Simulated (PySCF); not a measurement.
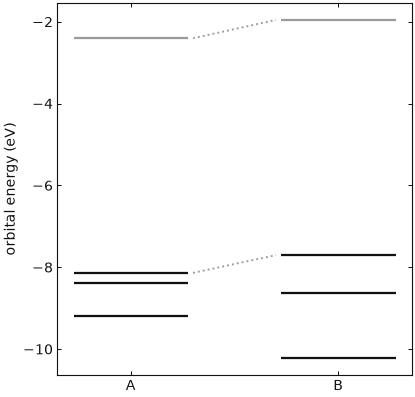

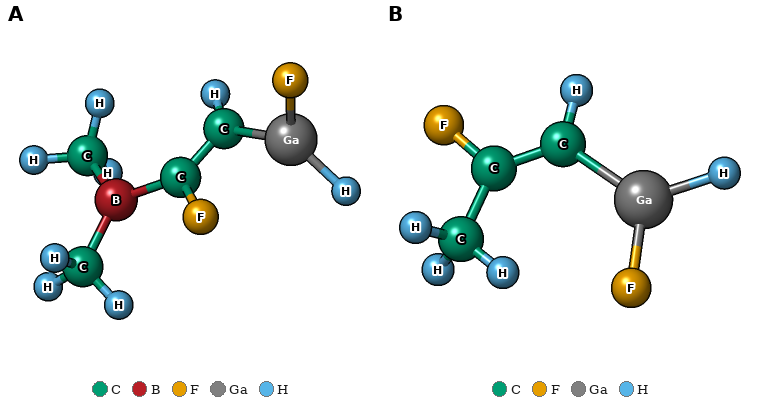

Related molecules: A is C₄H₈BF₂Ga, SMILES CB(C)/C(F)=[CH]/[GaH][F], singlet; B is C₃H₅F₂Ga, SMILES C/C(F)=[CH]\[GaH][F], singlet. Frontier orbital energies, B3LYP/def2-SVPD, PySCF 2.14.0, at a GFN2-xTB geometry (no frequency check); drawn are at most three filled levels and, in grey, the LUMO with any level within 0.03 eV of it; dotted lines join the HOMOs and the LUMOs.

Q: What does the change do to the frontier levels?

A: From A to B the HOMO rises by 0.43 eV and the LUMO rises by 0.45 eV, so the separation goes from 5.73 to 5.75 eV.

Caveats, for all or some of the runs: one conformer of a flexible molecule; the tight-binding geometry is rougher than a DFT one and adds to the error.
